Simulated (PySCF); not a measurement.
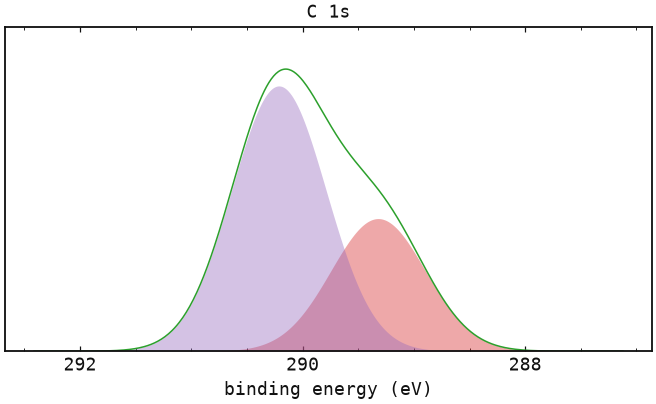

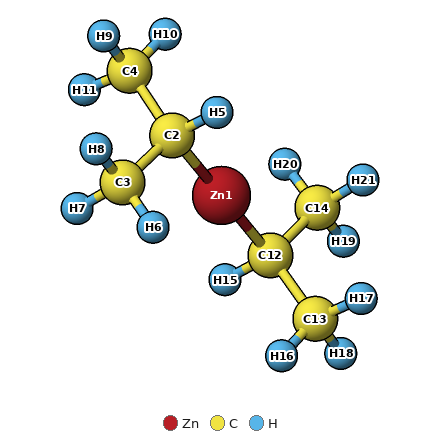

Simulated XPS of C₆H₁₄Zn (Zn(iPr)2), SMILES C[CH](C)[Zn][CH](C)C, singlet. Vertical core-electron binding energies by ΔSCF (SCAN, pcX-2 on the ionised atom (unc-x2c-TZVPall on a metal), pcseg-1 elsewhere, spin-free X2C; PySCF, at a PBE0-D3(BJ)/def2-SVP geometry (no frequency check)), gas phase, against the vacuum level. One atom of each kind was ionised; within a panel, areas follow the number of like atoms, Gaussians of 1.0 eV full width. Only the regions named are shown. Lines closer than the width merge in the curve.

> Which atoms give which peak?

```
level             atoms  binding energy (eV)
 C 1s  C3, C4, C13, C14                290.2
 C 1s           C2, C12                289.3
```

> How large is the chemical shift across the C 1s region?

0.9 eV, from C2, C12 at 289.3 eV to C3, C4, C13, C14 at 290.2 eV.

Caveats: metal 2p levels are good to about 1 eV; one conformer of a flexible molecule.
